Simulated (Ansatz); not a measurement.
# doublet CH4AlIn− at 6 levels

We compute a comparison of 6 runs (U-r2SCAN/def2-SVPD, U-revPBE/def2-SVPD, U-wB97X/def2-SVPD, UB2PLYP/def2-SVPD, UBHLYP/def2-SVPD, UCCSD/def2-SVPD) of doublet CH4AlIn−. 

Program for the calculation: Ansatz 0.2.0.

54 further runs of the same task are left out: 54 set aside as unsound or not needed.

## Step 1: The system as given

The species is CH4AlIn− (7 atoms), meant as a doublet with charge -1. As SMILES of the parent species, `[CH2]1[AlH][InH]1`. The coordinates come from a PBE0-D4/def2-TZVP relaxation. That shape belongs to the parent species and isn't relaxed for this state.

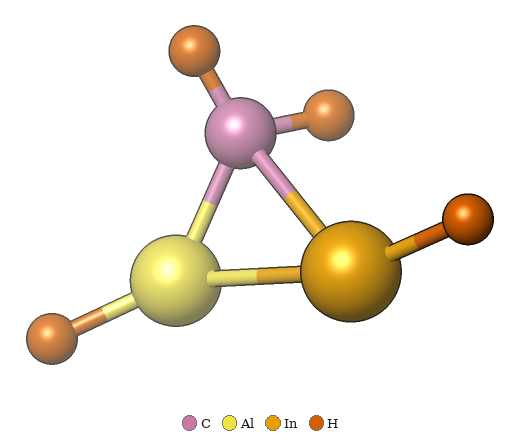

The structure, seen from a chosen angle (carbon pink, aluminium yellow, indium amber, hydrogen orange).

## Step 2: The energy at U-r2SCAN/def2-SVPD (core potential) (run 1)

run.yaml reads:

```yaml
crystal:
  periodic: [false, false, false]
  atoms:
    - {symbol: C, position_ang: [-0.613000, 0.132400, -0.657400]}
    - {symbol: Al, position_ang: [-0.455200, 0.915100, 1.037900]}
    - {symbol: In, position_ang: [1.229300, -0.924400, 0.544100]}
    - {symbol: H, position_ang: [-0.896900, -0.927600, -0.754800]}
    - {symbol: H, position_ang: [-0.866200, 0.635300, -1.593000]}
    - {symbol: H, position_ang: [-0.487600, 2.358400, 1.689000]}
    - {symbol: H, position_ang: [2.089500, -2.189200, -0.265800]}
basis:
  gaussian: {orbitals: def2-SVPD}
total_charge: -1
magnetization: {spin_polarized: true, initial_magnetization: 1}
hamiltonian: {xc: r2scan}
accuracy: high
output: {orbitals: {seedname: orbitals}}
```

Launch:

```sh
$ ansatz run run.yaml --threads 1 --pin off --max-ram 3480MiB --events-out events.jsonl --progress --plain --runs-dir runs
```

Output:

```text
Warning: RAYON_NUM_THREADS=1 ignored (pool sized by the plan → 1); use --threads N
Functional definition: r2SCAN
  name "r2SCAN"
  parameter k0 = 0.174
  parameter k1 = 0.065
  parameter a1 = 4.9479
  exchange = r2scan_x(k0 = k0, k1 = k1, a1 = a1)
  correlation = r2scan_c
2282 factors; integrals over basis functions are off by at most 3.5e-9 eV
mean field evaluation 1: about -12865.4893 eV, gradient 2.6e1 eV
mean field evaluation 2: about -12846.4900 eV, gradient 5.3e1 eV
mean field evaluation 4: about -12869.1189 eV, gradient 4.1e0 eV
mean field evaluation 8: about -12869.3073 eV, gradient 2.1e-1 eV
mean field evaluation 16: about -12869.3080 eV, gradient 9.7e-4 eV
mean field evaluation 32: about -12869.3080 eV, gradient 3.5e-7 eV
mean field -12869.30801312 eV, -472.9383463520 hartree, gradient 6.9e-8 eV, S^2 0.765652; 3 other end points of the search recorded, 0 dependent functions left out
reference -12869.30802272 eV, -472.9383467045 hartree; 23, 22 occupied and 85, 86 virtual orbitals, 2282 factors
Total energy: -12869.30802272 eV, -472.9383467045 hartree
```

Wall time 46 s (1 thread of Arm Neoverse V2, shared host); peak memory 0.58 GiB.

## Step 3: A single-point energy at U-revPBE/def2-SVPD (core potential) (run 2)

in.yaml reads:

```yaml
crystal:
  periodic: [false, false, false]
  atoms:
    - {symbol: C, position_ang: [-0.613000, 0.132400, -0.657400]}
    - {symbol: Al, position_ang: [-0.455200, 0.915100, 1.037900]}
    - {symbol: In, position_ang: [1.229300, -0.924400, 0.544100]}
    - {symbol: H, position_ang: [-0.896900, -0.927600, -0.754800]}
    - {symbol: H, position_ang: [-0.866200, 0.635300, -1.593000]}
    - {symbol: H, position_ang: [-0.487600, 2.358400, 1.689000]}
    - {symbol: H, position_ang: [2.089500, -2.189200, -0.265800]}
basis:
  gaussian:
    orbitals: def2-SVPD
total_charge: -1
magnetization:
  spin_polarized: true
  initial_magnetization: 1
hamiltonian:
  xc: {name: revPBE}
accuracy: high
output: {orbitals: {seedname: orbitals}}
```

Launch:

```sh
$ ansatz run in.yaml --threads 1 --pin off --max-ram 3480MiB --events-out events.jsonl --progress --plain --runs-dir runs
```

Output:

```text
Warning: RAYON_NUM_THREADS=1 ignored (pool sized by the plan → 1); use --threads N
Functional definition: revPBE
  name "revPBE"
  parameter kappa = 1.245
  parameter beta = 0.06672455060314922
  exchange = pbe_x(kappa = kappa, mu = beta*pi^2/3)
  correlation = pbe_c(beta = beta)
2282 factors; integrals over basis functions are off by at most 3.5e-9 eV
mean field evaluation 1: about -12863.5966 eV, gradient 2.9e1 eV
mean field evaluation 2: about -12835.4460 eV, gradient 6.2e1 eV
mean field evaluation 4: about -12867.8598 eV, gradient 7.0e0 eV
mean field evaluation 8: about -12868.4207 eV, gradient 3.4e-1 eV
mean field evaluation 16: about -12868.4217 eV, gradient 2.5e-4 eV
mean field evaluation 32: about -12868.4217 eV, gradient 1.9e-8 eV
mean field -12868.42173461 eV, -472.9057762172 hartree, gradient 1.9e-8 eV, S^2 0.756566; 5 other end points of the search recorded, 0 dependent functions left out
reference -12868.42174037 eV, -472.9057764291 hartree; 23, 22 occupied and 85, 86 virtual orbitals, 2282 factors
Total energy: -12868.42174037 eV, -472.9057764291 hartree
```

Wall time 17 s (1 thread of Arm Neoverse V2, shared host); peak memory 0.43 GiB.

Runs 3 to 4 aren't shown in full; the table further down has their settings and results.

## Step 4: A single-point energy at UBHLYP/def2-SVPD (core potential) (run 5)

in.yaml, as its differences from that of step 3:

```diff
@@ -11,11 +11,7 @@
 basis:
-  gaussian:
-    orbitals: def2-SVPD
+  gaussian: {orbitals: def2-SVPD}
+hamiltonian: {xc: {name: BHLYP}}
 total_charge: -1
-magnetization:
-  spin_polarized: true
-  initial_magnetization: 1
-hamiltonian:
-  xc: {name: revPBE}
+magnetization: {spin_polarized: true, initial_magnetization: 1}
+output: {orbitals: {seedname: orbitals}}
 accuracy: high
-output: {orbitals: {seedname: orbitals}}
```

Launch:

```sh
$ ansatz run in.yaml --threads 1 --pin off --max-ram 3480MiB --events-out events.jsonl --progress --plain --runs-dir runs
```

Output:

```text
Warning: RAYON_NUM_THREADS=1 ignored (pool sized by the plan → 1); use --threads N
Functional definition: BHLYP
  name "BHLYP"
  parameter a = 0.5
  exchange = (1 - a)*b88_x + a*exact_x
  correlation = lyp_c
2282 factors; integrals over basis functions are off by at most 3.5e-9 eV
mean field evaluation 1: about -12863.7017 eV, gradient 1.7e1 eV
mean field evaluation 2: about -12863.0780 eV, gradient 2.0e1 eV
mean field evaluation 4: about -12865.4815 eV, gradient 8.4e-1 eV
mean field evaluation 8: about -12865.5213 eV, gradient 7.4e-2 eV
mean field evaluation 16: about -12865.5225 eV, gradient 5.0e-3 eV
mean field evaluation 32: about -12865.5225 eV, gradient 1.4e-6 eV
mean field -12865.52246736 eV, -472.7992301110 hartree, gradient 9.1e-8 eV, S^2 0.763569; 2 other end points of the search recorded, 0 dependent functions left out
reference -12865.52249389 eV, -472.7992310860 hartree; 23, 22 occupied and 85, 86 virtual orbitals, 2282 factors
Total energy: -12865.52249389 eV, -472.7992310860 hartree
```

Run time: 26 s. Hardware: 1 thread of Arm Neoverse V2, shared host; peak memory 0.54 GiB.

## Step 5: The energy at UCCSD/def2-SVPD (core potential) (run 6)

job.yaml reads:

```yaml
crystal:
  periodic: [false, false, false]
  atoms:
    - {symbol: C, position_ang: [-0.613000, 0.132400, -0.657400]}
    - {symbol: Al, position_ang: [-0.455200, 0.915100, 1.037900]}
    - {symbol: In, position_ang: [1.229300, -0.924400, 0.544100]}
    - {symbol: H, position_ang: [-0.896900, -0.927600, -0.754800]}
    - {symbol: H, position_ang: [-0.866200, 0.635300, -1.593000]}
    - {symbol: H, position_ang: [-0.487600, 2.358400, 1.689000]}
    - {symbol: H, position_ang: [2.089500, -2.189200, -0.265800]}
basis:
  gaussian:
    orbitals: def2-SVPD
total_charge: -1
magnetization:
  spin_polarized: true
  initial_magnetization: 1
correlation:
  method: ccsd
  frozen_orbitals: {Al: 5, C: 1, H: 0, In: 4}
accuracy: high
scf:
  omitted_lower_state_checks: [cluster_reference, increment]
```

Launch:

```sh
$ ansatz run job.yaml --threads 1 --pin off --max-ram 3480MiB --events-out events.jsonl --progress --plain --runs-dir runs
```

Output:

```text
Warning: RAYON_NUM_THREADS=1 ignored (pool sized by the plan → 1); use --threads N
[... 14 lines left out ...]
10 core orbitals not correlated: weight in the atoms' cores, before any rotation towards them, 1.000 or more for the frozen orbitals, at most 0.000 for the correlated occupied ones
[... 36 lines left out ...]
Total energy: -12830.09424259 eV, -471.4972668650 hartree
Checks for a lower state left out: cluster_reference, increment
```

Wall time 1.9 min (1 thread of Arm Neoverse V2, shared host); peak memory 1.8 GiB.

## Step 6: Overview of the runs

| run | level | frozen core orbitals | energy (Eh) | HOMO energy (eV) | LUMO energy (eV) | ⟨S²⟩ | wall time |
| --- | --- | --- | --- | --- | --- | --- | --- |
| 1 | U-r2SCAN/def2-SVPD (core potential) | – | -472.938347 | 1.32 | 2.36 | 0.766 | 46 s |
| 2 | U-revPBE/def2-SVPD (core potential) | – | -472.905776 | 1.53 | 2.27 | 0.757 | 17 s |
| 3 | U-wB97X/def2-SVPD (core potential) | – | -472.924862 | -0.68 | 3.97 | 0.768 | 2 min |
| 4 | UB2PLYP/def2-SVPD (core potential) | 10 | -472.466873 | 0.47 | 3.70 | 0.768 | 34 s |
| 5 | UBHLYP/def2-SVPD (core potential) | – | -472.799231 | 0.45 | 3.50 | 0.764 | 26 s |
| 6 | UCCSD/def2-SVPD (core potential) | 10 | -471.497267 | – | – | 0.821 | 1.9 min |

## Step 7: Outcome

```
                                           quantity          value
                                run 6: total energy  -471.49727 Eh
run 6: correlation energy (10 core orbitals frozen)     -365.4 mEh
           run 6: ⟨S²⟩ of the reference determinant          0.821
                               run 6: T1 diagnostic          0.027
```

What this shows: Totals of different functionals can't be ranked against each other. In runs 1, 2, 4, 5 the HOMO lies above zero, so the outermost electron may be held by the basis alone. All runs together took 6 min, the longest 2 min.
